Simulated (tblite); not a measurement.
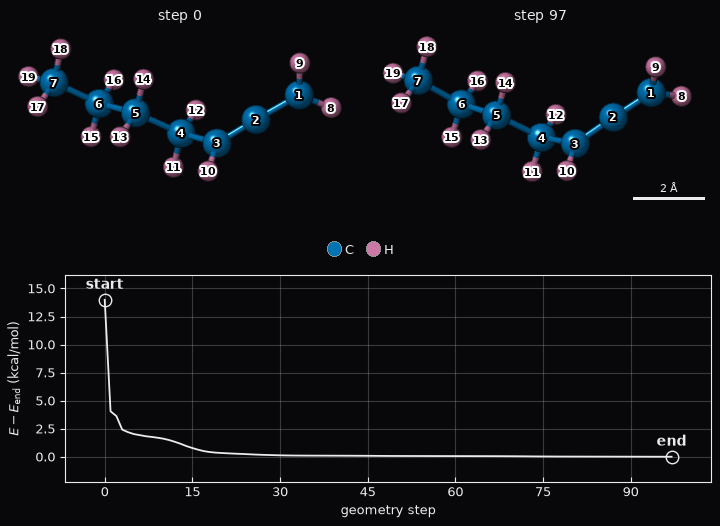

First and last geometry of a relaxation of C₇H₁₂ (charge +1, multiplicity 2), with the history of the run. A ball-and-stick model, seen at a tilt.

Theory: GFN2-xTB geometry optimisation, gas phase in tblite. 

**What do the curves and the structures tell?**

It converged. After 97 geometry steps the energy has fallen by 14.0 kcal/mol. The atom that moves furthest after the best rigid fit is H8 (0.48 Å). Largest moves by element: H 0.48 Å, C 0.24 Å. Among the contacts that change: C1–C2 1.418 → 1.285 Å, C3–C4 1.509 → 1.481 Å, C4–C5 1.526 → 1.550 Å, C2–C3 1.299 → 1.320 Å. Bond angles that change, for instance: C3–C4–C5 111.7° → 105.9°, H8–C1–H9 119.7° → 114.4°, H11–C4–H12 106.3° → 109.6°. Cost: 0.6 s on 1 thread of Arm Neoverse V1, on a shared host.

```
step  E − E(0), kcal/mol
   0                0.00
   1               -9.94
   2              -10.36
   3              -11.57
   4              -11.80
   5              -11.97
   6              -12.06
   7              -12.16
   8              -12.22
   9              -12.29
  10              -12.37
  15              -13.21
  19              -13.62
  24              -13.75
  28              -13.83
  33              -13.88
  37              -13.89
  42              -13.90
  47              -13.91
  51              -13.92
  56              -13.92
  60              -13.93
  65              -13.93
  70              -13.94
  74              -13.96
  79              -13.97
  83              -13.97
  88              -13.98
  92              -13.98
  97              -13.99
```
